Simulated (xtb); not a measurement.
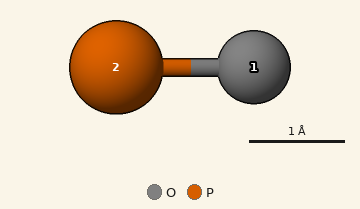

The input geometry (ball-and-stick view, seen on its broad side; atoms are numbered from 1 in the order of the input).

**PO: frequency calculation**

PO (Phosphorus monoxide), multiplicity 2, SMILES O=[P], computed with GFN2-xTB (xtb 6.7.1).

The geometry was optimised with GFN2-xTB.

Input (start.xyz)
```
2
start
O      0.000000     0.000000    -0.000048
P      0.000000     0.000000     1.455138
```

File xcontrol
```
$symmetry
   desy=0.05
$end
```

Hardware: 1 thread of Intel Xeon (Granite Rapids), 64 GiB of memory available, shared host.

Launched with:
```bash
xtb start.xyz --hess -I xcontrol --uhf 1 --gfn 2 | tee start.out
```

The program's output
```
* xtb version 6.7.1
   ID    Z sym.   atoms
    1    8 O      1
    2   15 P      2

           -------------------------------------------------
          |                Calculation Setup                |
           -------------------------------------------------

          program call               : xtb start.xyz --hess -I xcontrol --uhf 1 --gfn 2
          coordinate file            : start.xyz
          omp threads                :                     1

           -------------------------------------------------
          |                 G F N 2 - x T B                 |
           -------------------------------------------------

      * Hamiltonian:
        H0-scaling (s, p, d)           1.850000    2.230000    2.230000
        zeta-weighting                 0.500000
      * Dispersion:
        s8                             2.700000
        a1                             0.520000
        a2                             5.000000
        s9                             5.000000
      * Repulsion:
        kExp                           1.500000    1.000000
        rExp                           1.000000
      * Coulomb:
        alpha                          2.000000
        third order                    shell-resolved
        anisotropic                    true
        a3                             3.000000
        a5                             4.000000
        cn-shift                       1.200000
        cn-exp                         4.000000
        max-rad                        5.000000

          ...................................................
          :                      SETUP                      :
          :.................................................:
          :  # basis functions                  14          :
          :  # atomic orbitals                  13          :
          :  # shells                            5          :
          :  # electrons                        11          :
          :  max. iterations                   250          :
          :  Hamiltonian                  GFN2-xTB          :
          :  restarted?                      false          :
          :  GBSA solvation                  false          :
          :  PC potential                    false          :
          :  electronic temp.          300.0000000     K    :
          :  accuracy                    1.0000000          :
          :  -> integral cutoff          0.2500000E+02      :
          :  -> integral neglect         0.1000000E-07      :
          :  -> SCF convergence          0.1000000E-05 Eh   :
          :  -> wf. convergence          0.1000000E-03 e    :
          :  Broyden damping             0.4000000          :
          :  net charge                          0          :
          :  unpaired electrons                  1          :
          ...................................................

 iter      E             dE          RMSdq      gap      omega  full diag
   1     -6.5159335 -0.651593E+01  0.161E+01    0.00       0.0  T
   2     -6.5855704 -0.696369E-01  0.725E+00    0.00       1.0  T
   3     -6.5858547 -0.284253E-03  0.367E+00    0.00       1.0  T
   4     -6.5859597 -0.105082E-03  0.437E-01    0.00       1.0  T
   5     -6.5859258  0.339590E-04  0.311E-01    0.00       1.0  T
   6     -6.5859436 -0.178278E-04  0.192E-01    0.00       1.0  T
   7     -6.5859671 -0.234543E-04  0.633E-02    0.00       1.1  T
   8     -6.5859712 -0.414138E-05  0.103E-02    0.00       6.9  T
   9     -6.5859713 -0.927299E-07  0.551E-04    0.00     128.3  T
  10     -6.5859713  0.352429E-10  0.202E-04    0.00     350.9  T

   *** convergence criteria satisfied after 10 iterations ***

         #    Occupation            Energy/Eh            Energy/eV
      -------------------------------------------------------------
         1        2.0000           -0.7194173             -19.5763
         2        2.0000           -0.6165400             -16.7769
         3        2.0000           -0.5139519             -13.9853
         4        2.0000           -0.5139519             -13.9853
         5        2.0000           -0.4985338             -13.5658
         6        0.5000           -0.3215714              -8.7504 (HOMO)
         7        0.5000           -0.3215714              -8.7504 (LUMO)
         8                         -0.0804313              -2.1886
         9                         -0.0313293              -0.8525
        10                         -0.0313293              -0.8525
        11                          0.1462014               3.9783
       ...                                ...                  ...
        13                          0.9044132              24.6103
      -------------------------------------------------------------
                  HL-Gap            0.0000000 Eh            0.0000 eV
             Fermi-level           -0.3658120 Eh           -9.9543 eV

 SCC (total)                   0 d,  0 h,  0 min,  0.001 sec
 SCC setup                      ...        0 min,  0.000 sec (  4.318%)
 Dispersion                     ...        0 min,  0.000 sec (  1.305%)
 classical contributions        ...        0 min,  0.000 sec (  0.601%)
 integral evaluation            ...        0 min,  0.000 sec ( 16.024%)
 iterations                     ...        0 min,  0.001 sec ( 58.491%)
 molecular gradient             ...        0 min,  0.000 sec ( 13.419%)
 printout                       ...        0 min,  0.000 sec (  5.247%)

         :::::::::::::::::::::::::::::::::::::::::::::::::::::
         ::                     SUMMARY                     ::
         :::::::::::::::::::::::::::::::::::::::::::::::::::::
         :: total energy              -6.554299366255 Eh    ::
         :: gradient norm              0.000003887149 Eh/a0 ::
         :: HOMO-LUMO gap              0.000000000000 eV    ::
         ::.................................................::
         :: SCC energy                -6.585971300716 Eh    ::
         :: -> isotropic ES            0.014571287395 Eh    ::
         :: -> anisotropic ES          0.005703950518 Eh    ::
         :: -> anisotropic XC          0.000768986625 Eh    ::
         :: -> dispersion             -0.000495638669 Eh    ::
         :: repulsion energy           0.031671934461 Eh    ::
         :: add. restraining           0.000000000000 Eh    ::
         :: total charge              -0.000000000000 e     ::
         :::::::::::::::::::::::::::::::::::::::::::::::::::::

           -------------------------------------------------
          |                Numerical Hessian                |
           -------------------------------------------------
step length          :   0.00500
SCC accuracy         :   0.30000
Hessian scale factor :   1.00000
frozen atoms in %    :   0.00000    0
RMS gradient         :   0.00000

writing file <hessian>.

 vibrational frequencies (cm⁻¹)
eigval :        0.00     0.00     0.00     0.00     0.00  1318.62
           -------------------------------------------------
          |                Property Printout                |
           -------------------------------------------------

    * Orbital Energies and Occupations

         #    Occupation            Energy/Eh            Energy/eV
      -------------------------------------------------------------
         1        2.0000           -0.7194181             -19.5764
         2        2.0000           -0.6165406             -16.7769
         3        2.0000           -0.5139530             -13.9854
         4        2.0000           -0.5139530             -13.9854
         5        2.0000           -0.4985344             -13.5658
         6        0.5000           -0.3215714              -8.7504 (HOMO)
         7        0.5000           -0.3215714              -8.7504 (LUMO)
         8                         -0.0804314              -2.1886
         9                         -0.0313291              -0.8525
        10                         -0.0313291              -0.8525
Molecule has the following symmetry elements: (Cinf) (sigma)
It seems to be the Cinfv point group
        11                          0.1462012               3.9783
        12                          0.1462012               3.9783
        13                          0.9044127              24.6103
      -------------------------------------------------------------
                  HL-Gap            0.0000000 Eh            0.0000 eV
             Fermi-level           -0.3658122 Eh           -9.9543 eV

     #   Z          covCN         q      C6AA      α(0)
     1   8 O        0.808    -0.242    18.776     5.809
     2  15 P        0.808     0.242   175.188    24.601

 Mol. C6AA /au·bohr⁶  :        302.513190
 Mol. C8AA /au·bohr⁸  :      13713.770145
 Mol. α(0) /au        :         30.409569

Wiberg/Mayer (AO) data.
largest (>0.10) Wiberg bond orders for each atom

 ---------------------------------------------------------------------------
     #   Z sym  total        # sym  WBO       # sym  WBO       # sym  WBO
 ---------------------------------------------------------------------------
     1   8 O    2.261 --     2 P    2.261
     2  15 P    2.261 --     1 O    2.261
 ---------------------------------------------------------------------------

Topologies differ in total number of bonds
Writing topology from bond orders to xtbtopo.mol

molecular dipole:
                 x           y           z       tot (Debye)
 q only:        0.000       0.000       0.664
   full:        0.000       0.000       0.633       1.610
molecular quadrupole (traceless):
                xx          xy          yy          xz          yz          zz
 q only:       -0.913       0.000      -0.913       0.000       0.000       1.826
  q+dip:       -0.680       0.000      -0.680       0.000       0.000       1.360
   full:        0.074       0.000       0.074      -0.000      -0.000      -0.149

           -------------------------------------------------
          |               Frequency Printout                |
           -------------------------------------------------
 vibrational frequencies (cm⁻¹)
eigval :        0.00     0.00     0.00     0.00     0.00  1318.62
 reduced masses (amu)
   1: 25.87   2: 25.87   3: 25.87   4: 21.10   5: 21.10   6: 21.10
 IR intensities (km·mol⁻¹)
   1:  0.00   2:  0.00   3:  0.00   4:  4.90   5:  4.90   6:105.67
 Raman intensities (Ä⁴*amu⁻¹)
   1:  0.00   2:  0.00   3:  0.00   4:  0.00   5:  0.00   6:  0.00
 output can be read by thermo (or use thermo option).
 writing <g98.out> molden fake output.
 recommended (thermochemical) frequency scaling factor: 1.0
           -------------------------------------------------
          |             Thermodynamic Functions             |
           -------------------------------------------------

cin symmetry found (for desy threshold:  0.50E-01) used in thermo

          ...................................................
          :                      SETUP                      :
          :.................................................:
          :  # frequencies                           1      :
          :  # imaginary freq.                       0      :
          :  linear?                              true      :
          :  only rotor calc.                    false      :
          :  symmetry                              cin      :
          :  rotational number                       1      :
          :  scaling factor                  1.0000000      :
          :  rotor cutoff                   50.0000000 cm⁻¹ :
          :  imag. cutoff                  -20.0000000 cm⁻¹ :
          :.................................................:

    mode    ω/cm⁻¹     T·S(HO)/kcal·mol⁻¹    T·S(FR)/kcal·mol⁻¹   T·S(vib)
   ------------------------------------------------------------------------
   ------------------------------------------------------------------------

   temp. (K)  partition function   enthalpy   heat capacity  entropy
                                   cal/mol     cal/K/mol   cal/K/mol   J/K/mol
 298.15  VIB   1.00                    6.510      0.139      0.025
         ROT   275.                  592.502      1.987     13.146
         INT   275.                  599.012      2.126     13.172
         TR   0.311E+27             1481.254      4.968     37.449
         TOT                        2080.2657     7.0946    50.6205   211.7961

       T/K    H(0)-H(T)+PV         H(T)/Eh          T*S/Eh         G(T)/Eh
   ------------------------------------------------------------------------
    298.15    0.331511E-02    0.631916E-02    0.240514E-01   -0.177323E-01
   ------------------------------------------------------------------------

         :::::::::::::::::::::::::::::::::::::::::::::::::::::
         ::                  THERMODYNAMIC                  ::
         :::::::::::::::::::::::::::::::::::::::::::::::::::::
         :: total free energy          -6.572031639827 Eh   ::
         ::.................................................::
         :: total energy               -6.554299366296 Eh   ::
         :: zero point energy           0.003004041442 Eh   ::
         :: G(RRHO) w/o ZPVE           -0.020736314973 Eh   ::
         :: G(RRHO) contrib.           -0.017732273531 Eh   ::
         :::::::::::::::::::::::::::::::::::::::::::::::::::::

           -------------------------------------------------
          | TOTAL ENERGY               -6.554299366296 Eh   |
          | TOTAL ENTHALPY             -6.547980210520 Eh   |
          | TOTAL FREE ENERGY          -6.572031639827 Eh   |
          | GRADIENT NORM               0.000001825725 Eh/α |
          | HOMO-LUMO GAP               0.000000000054 eV   |
           -------------------------------------------------

------------------------------------------------------------------------
------------------------------------------------------------------------
 total:
 *  cpu-time:     0 d,  0 h,  0 min,  0.011 sec
 * ratio c/w:     0.997 speedup
 SCF:
 *  cpu-time:     0 d,  0 h,  0 min,  0.001 sec
 * ratio c/w:     0.998 speedup
 analytical hessian:
 *  cpu-time:     0 d,  0 h,  0 min,  0.005 sec
 * ratio c/w:     0.994 speedup
```

File vibspectrum
```
$vibrational spectrum
#  mode     symmetry     wave number   IR intensity    selection rules
#                         cm**(-1)      (km*mol⁻¹)        IR
     1                       0.00         0.00000          -
     2                       0.00         0.00000          -
     3                       0.00         0.00000          -
     4                       0.00         0.00000          -
     5                       0.00         0.00000          -
     6        a           1318.62       105.67403         YES
$end
```

Standard error
```
normal termination of xtb
```

Key numbers

| quantity | value |
| --- | --- |
| outcome | converged |
| electrons treated | 11 |
| total energy | −6.554299 hartree |
| dispersion energy | −0.000496 hartree |
| basis functions | 14 |
| zero-point energy | 0.003004 hartree |
| dipole moment | 1.61 D |
| wavenumbers, lowest and highest | 1319 cm⁻¹ |
| peak memory | 0.071 GiB |

Notes

Settings chosen away from the usual ones: method = gfn2-xtb; task = frequencies; x = {"symmetry_threshold": 0.05}; geo = {"prev": "A"}. The record of the run, not the program, notes: no spin polarisation: high-spin states lie too high.
